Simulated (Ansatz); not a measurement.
```xyz
9

Ti   -0.0301   -0.2557    0.0434
Cl   -0.0596   -0.3466    2.2714
O     1.5910   -0.4690   -0.6239
H     2.2118    0.1268   -1.0540
O    -0.7073    1.3005   -0.4659
H    -1.4981    1.5703   -0.9404
N    -1.0557   -1.6430   -0.6226
H    -1.9947   -1.8740   -0.3061
H    -0.6964   -2.3672   -1.2395
```

Theory: RKS PBE0-D4/def2-SVP in Ansatz.

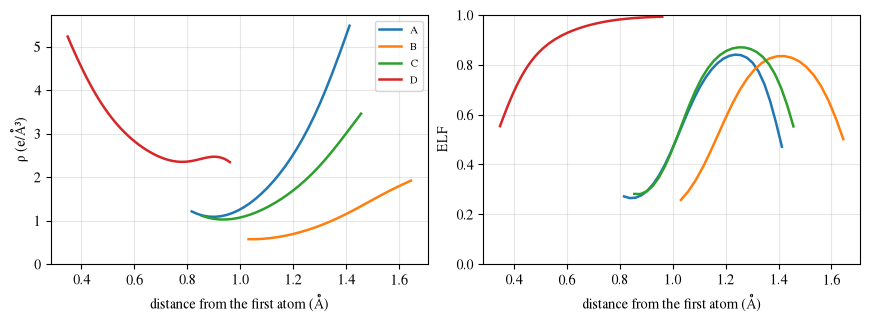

ClH$_{4}$NO$_{2}$Ti. Electron density and ELF along straight lines between neighbouring atoms. The curves leave out the atomic cores.

Q: Which curve belongs to which contact (O–H, Ti–Cl, Ti–N and Ti–O)? The first atom named is at distance zero.

A: Curve A: Ti–O (1.77 Å): ρ is about 1.1 e/Å³ halfway; the ELF peaks at about 0.85 in the valence shell of O, 0.5 Å from its nucleus, and is about 0.30 at the midpoint. Curve B: Ti–Cl (2.23 Å): ρ at the midpoint is about 0.6 e/Å³; the ELF peaks at about 0.85 in the valence shell of Cl, 0.8 Å from its nucleus, and is about 0.40 at the midpoint. Curve C: Ti–N (1.85 Å): ρ is about 1 e/Å³ halfway; the ELF peaks at about 0.85 in the valence shell of N, 0.6 Å from its nucleus, and is about 0.30 at the midpoint. Curve D: O–H (0.96 Å): ρ at the midpoint is about 3.6 e/Å³; the ELF climbs to about 1 towards the hydrogen, as it does in any bond to H: an ordinary covalent bond to hydrogen.
